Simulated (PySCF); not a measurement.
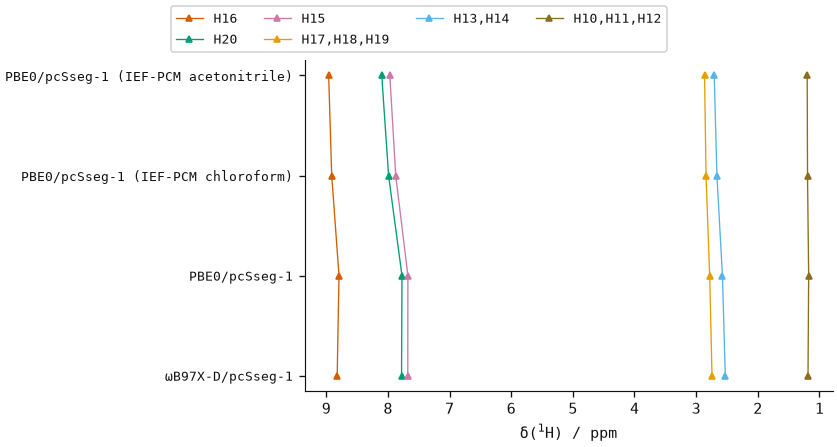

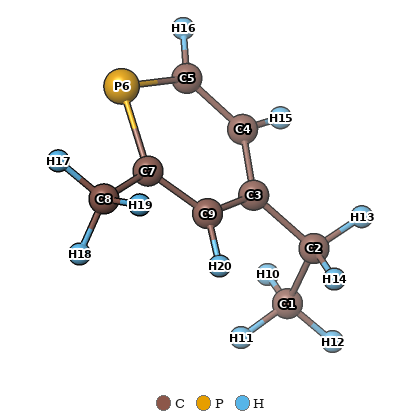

GIAO ¹H shifts of C₈H₁₁P, SMILES CCc1ccpc(C)c1 at several levels, one geometry, PySCF, at a PBE0-D3(BJ)/def2-SVP geometry (no frequency check); values of one conformer, averaged over nuclei that symmetry or rotation about single bonds exchange, these motions taken as fast; other conformers aren't averaged in; each against TMS at the same level.

Question: How much does each signal move over these levels?

Answer:
```tsv
atoms	lowest	highest	spread (ppm)
H16	8.79	8.96	0.17
H20	7.77	8.10	0.33
H15	7.68	7.97	0.29
H17, H18, H19	2.74	2.86	0.12
H13, H14	2.53	2.71	0.18
H10, H11, H12	1.17	1.20	0.02
```

Question: Do all levels give the signals in the same order?

Answer: Yes, the order of the signals is the same at every level.
